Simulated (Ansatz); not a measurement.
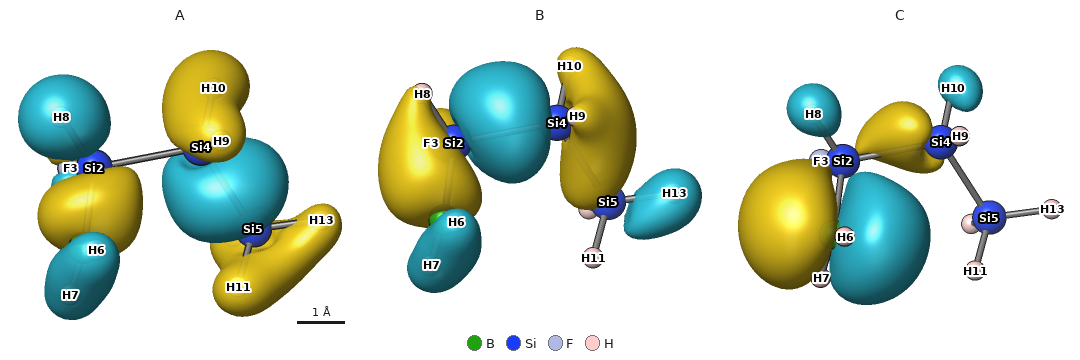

Figure. BFH8Si3 (SMILES B[SiH](F)[SiH2][SiH3]). Three frontier orbitals at ±0.08 Å⁻³ᐟ² (yellow and cyan are the two phases), in no order.

Geometry: PBE0-D4/def2-TZVP.

Computed with RKS PBE0-D4/def2-TZVPP (Ansatz).

```xyz
13

B     0.5610   -0.8115    2.0985
Si   -0.1874    0.9058    1.4331
F    -1.7877    1.0325    1.5859
Si    0.3403    1.0016   -0.8629
Si   -0.5064   -0.8891   -1.9461
H     1.7515   -0.9358    2.1141
H    -0.1063   -1.7521    2.4089
H     0.4106    2.0795    2.1308
H     1.8254    1.0265   -0.9865
H    -0.2097    2.2492   -1.4628
H     0.0483   -2.1025   -1.2841
H    -1.9879   -0.9228   -1.8293
H    -0.1315   -0.9159   -3.3849
```

> Which picture is the HOMO−1, the HOMO and the LUMO?

A is the HOMO−1 (−8.41 eV). It lies mainly on Si5 (about 25 %), Si4 (about 25 %), Si2 (about 15 %), B1 (about 10 %) and H8 (about 10 %). B is the HOMO (−7.81 eV). Its weight (Hirshfeld) is mainly on Si2 (about 30 %), Si4 (about 30 %), B1 (about 15 %) and Si5 (about 10 %). C is the LUMO (−2.71 eV). By Hirshfeld shares it lies mainly on B1 (about 55 %), Si2 (about 15 %), Si4 (about 5 %) and H7 (about 5 %).

> What is the HOMO–LUMO gap?

5.10 eV between the orbital energies.
